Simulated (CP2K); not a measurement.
# AlH3SO (SMILES [OH][AlH][SH]): IPEA1-xTB

What is the energy difference between two shapes of AlH3SO at IPEA1-xTB? 

The results are computed with CP2K 2026.2.

3 further runs of the same task are left out: 1 that didn't finish, 2 set aside as unsound or not needed.

## (1) The system as given

AlH3SO has 6 atoms, charge 0, and is taken as a singlet. SMILES: `[OH][AlH][SH]`. Geometry: relaxed at PBE0-D4/def2-TZVP. This is one conformer, not always the lowest.

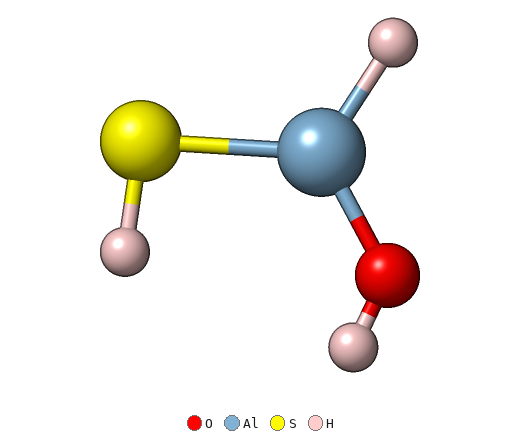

The structure, seen from a chosen angle (oxygen red, aluminium light blue, sulfur yellow, hydrogen pink).

## (2) Energy and forces at IPEA1-xTB

Input file qs.inp:

```
&GLOBAL
    PROJECT_NAME qs
    RUN_TYPE ENERGY_FORCE
    PRINT_LEVEL MEDIUM
&END GLOBAL

&FORCE_EVAL
    METHOD Quickstep
    &DFT
        CHARGE 0
        MULTIPLICITY 1
        &QS
            METHOD XTB
            EPS_DEFAULT 1.0E-10
            &XTB
                GFN_TYPE TBLITE
                &TBLITE
                    METHOD IPEA1
                &END TBLITE
                CHECK_ATOMIC_CHARGES F
            &END XTB
        &END QS
        &POISSON
            PERIODIC NONE
            POISSON_SOLVER ANALYTIC
        &END POISSON
        &SCF
            SCF_GUESS ATOMIC
            EPS_SCF 1.0E-06
            MAX_SCF 150
            ADDED_MOS 2
            &DIAGONALIZATION
                ALGORITHM STANDARD
            &END DIAGONALIZATION
            &MIXING
                METHOD DIRECT_P_MIXING
                ALPHA 0.4
            &END MIXING
            &SMEAR ON
                METHOD FERMI_DIRAC
                ELECTRONIC_TEMPERATURE [K] 300
            &END SMEAR
        &END SCF
        &PRINT
            &MOMENTS
                PERIODIC F
                REFERENCE COM
                MAX_MOMENT 1
            &END MOMENTS
            &MO ON
                ENERGIES T
                OCCUPATION_NUMBERS T
                NDIGITS 6
                &EACH
                    QS_SCF 0
                &END EACH
                ADD_LAST NUMERIC
            &END MO
            &HIRSHFELD OFF
            &END HIRSHFELD
        &END PRINT
    &END DFT
    &SUBSYS
        &CELL
            ABC [angstrom] 18.8 18.4 19.6
            PERIODIC NONE
        &END CELL
        &COORD
            O     -1.108900    -0.531100    -0.885000
            Al     0.267100     0.390800    -0.551000
            S      1.228200     0.385700     1.412200
            H     -1.564400    -1.105800    -0.273700
            H      0.868700     1.276400    -1.698100
            H      0.351400    -0.480000     1.949300
        &END COORD
        &TOPOLOGY
            &CENTER_COORDINATES
            &END CENTER_COORDINATES
        &END TOPOLOGY
    &END SUBSYS
    &PRINT
        &FORCES ON
        &END FORCES
    &END PRINT
&END FORCE_EVAL
```

Launch:

```
$ OMP_NUM_THREADS=1 cp2k.psmp -i qs.inp -o qs.out
```

Log:

```text
CP2K| version string:                                       CP2K version 2026.2
[...]
 GLOBAL| Method name                                                        CP2K
[...]
 GLOBAL| Run type                                                   ENERGY_FORCE
[...]
                             - Atoms:                                          6
[...]
                             - Spherical basis functions:                     29
[...]
 Number of electrons:                                                         18
[...]
  *** SCF run converged in    17 steps ***
[...]
  Fermi energy:                                                -0.29469701006025
[...]
 TB_DIPOLE| Moment [Debye]         -0.62470658      -0.81904189       0.92737951
 TB_DIPOLE| Derivative [a.u.]       0.00000000       0.00000000       0.00000000
[...]
 ENERGY| Total FORCE_EVAL ( QS ) energy [hartree]            -11.585459097859140
 FORCES| Atomic forces [hartree/bohr]
 FORCES|   Atom     x               y               z               |f|
 FORCES|      1  1.58068824E-02  1.07899506E-02  3.35032661E-03   1.94294944E-02
 FORCES|      2  1.28694500E-02  1.39038306E-02 -1.12257649E-02   2.20217403E-02
 FORCES|      3 -1.66339194E-02 -1.04270996E-02 -5.80667132E-03   2.04726430E-02
 FORCES|      4 -8.72699858E-03 -7.36166087E-03  1.93805519E-03   1.15806137E-02
 FORCES|      5 -1.21426757E-02 -1.52703847E-02  1.62281556E-02   2.53768055E-02
 FORCES|      6  8.82726130E-03  8.36536403E-03 -4.48410119E-03   1.29617522E-02
 FORCES| Sum     6.93889390E-18 -5.20417043E-18 -3.03576608E-17
 FORCES| Total atomic force                                       3.15724438E-17
[...]
```

Wall time 0.82 s (1 thread of AMD EPYC 9R45 (Zen 5), shared host); peak memory 0.19 GiB.

## (3) The distorted shape

Input file run.inp:

```
&GLOBAL
  PROJECT run
  RUN_TYPE ENERGY_FORCE
  PRINT_LEVEL MEDIUM
&END GLOBAL
&FORCE_EVAL
  METHOD QUICKSTEP
  &DFT
    &QS
      METHOD XTB
      EPS_DEFAULT 1.0E-10
      &XTB
        GFN_TYPE TBLITE
        &TBLITE
          METHOD IPEA1
        &END TBLITE
        CHECK_ATOMIC_CHARGES F
      &END XTB
    &END QS
    &POISSON
      PERIODIC NONE
      POISSON_SOLVER ANALYTIC
    &END POISSON
    &SCF
      SCF_GUESS ATOMIC
      EPS_SCF 1.0E-06
      MAX_SCF 150
      ADDED_MOS 2
      &DIAGONALIZATION
        ALGORITHM STANDARD
      &END DIAGONALIZATION
      &MIXING
        METHOD DIRECT_P_MIXING
        ALPHA 0.4
      &END MIXING
      &SMEAR ON
        METHOD FERMI_DIRAC
        ELECTRONIC_TEMPERATURE [K] 300
      &END SMEAR
    &END SCF
    &PRINT
      &MOMENTS
        PERIODIC F
        REFERENCE COM
        MAX_MOMENT 1
      &END MOMENTS
      &MO ON
        ENERGIES T
        OCCUPATION_NUMBERS T
        NDIGITS 6
        &EACH
          QS_SCF 0
        &END EACH
        ADD_LAST NUMERIC
      &END MO
      &HIRSHFELD OFF
      &END HIRSHFELD
    &END PRINT
  &END DFT
  &SUBSYS
    &CELL
      ABC 18.8 18.6 19.7
      PERIODIC NONE
    &END CELL
    &COORD
      O     -1.085804    -0.573610    -0.990969
      Al     0.033648     0.244342    -0.520998
      S      1.297748     0.377081     1.395876
      H     -1.458089    -1.216619    -0.367285
      H      0.916026     1.352818    -1.707354
      H      0.239478    -0.428054     1.948120
    &END COORD
    &TOPOLOGY
      &CENTER_COORDINATES
      &END CENTER_COORDINATES
    &END TOPOLOGY
  &END SUBSYS
  &PRINT
    &FORCES ON
    &END FORCES
  &END PRINT
&END FORCE_EVAL
```

Launch:

```
$ OMP_NUM_THREADS=1 cp2k.psmp -i run.inp -o run.out
```

Log:

```text
CP2K| version string:                                       CP2K version 2026.2
[...]
 GLOBAL| Method name                                                        CP2K
[...]
 GLOBAL| Run type                                                   ENERGY_FORCE
[...]
                             - Atoms:                                          6
[...]
                             - Spherical basis functions:                     29
[...]
 Number of electrons:                                                         18
[...]
  *** SCF run converged in    15 steps ***
[...]
  Fermi energy:                                                -0.31654147295429
[...]
 TB_DIPOLE| Moment [Debye]         -1.42116735      -1.36329414       1.03552331
 TB_DIPOLE| Derivative [a.u.]       0.00000000       0.00000000       0.00000000
[...]
 ENERGY| Total FORCE_EVAL ( QS ) energy [hartree]            -11.515835537695086
 FORCES| Atomic forces [hartree/bohr]
 FORCES|   Atom     x               y               z               |f|
 FORCES|      1 -1.30686713E-01 -1.03847716E-01 -3.36769247E-02   1.70286524E-01
 FORCES|      2  1.90771311E-01  1.42678876E-01  3.69566467E-02   2.41074156E-01
 FORCES|      3 -6.04261296E-02 -3.35368759E-02 -6.07310808E-03   6.93752248E-02
 FORCES|      4 -8.45688335E-03 -1.67628215E-03 -1.08695771E-02   1.38735901E-02
 FORCES|      5 -2.78084383E-02 -2.93016966E-02  2.75185551E-02   4.88791319E-02
 FORCES|      6  3.66068526E-02  2.56836945E-02 -1.38555919E-02   4.68155022E-02
 FORCES| Sum     1.38777878E-16  8.32667268E-17  1.70002901E-16
 FORCES| Total atomic force                                       2.34720330E-16
[...]
```

Run time: 0.82 s. Hardware: 1 thread of AMD EPYC 9R45 (Zen 5), shared host; peak memory 0.19 GiB.

## (4) What came out

At IPEA1-xTB:

| quantity | value |
| --- | --- |
| first shape: total energy | -11.58546 Eh |
| first shape: dipole moment (from atomic charges alone) | 1.39 D |
| first shape: HOMO energy | -11.82 eV |
| first shape: LUMO energy | -7.12 eV |
| first shape: HOMO–LUMO gap | 4.70 eV |
| first shape: largest force on an atom | 1.305 eV/Å |
| distorted shape: total energy | -11.51584 Eh |
| distorted shape: dipole moment (from atomic charges alone) | 2.22 D |
| distorted shape: HOMO energy | -11.67 eV |
| distorted shape: LUMO energy | -7.72 eV |
| distorted shape: HOMO–LUMO gap | 3.95 eV |
| distorted shape: largest force on an atom | 12.397 eV/Å |
| energy change with the atoms displaced | 1.895 eV |

What this shows: With the atoms displaced the energy rises by 1.89 eV (183 kJ/mol). The first shape isn't relaxed at this level, so the change isn't measured from a minimum. The largest force (first shape) is 1.30 eV/Å: the shape isn't a stationary point for this species at this level. The dipole (first shape) comes from point charges on the atoms alone, without atomic dipoles, so it is partial. The dipole (distorted shape) comes from point charges on the atoms alone, without atomic dipoles, so it is partial.
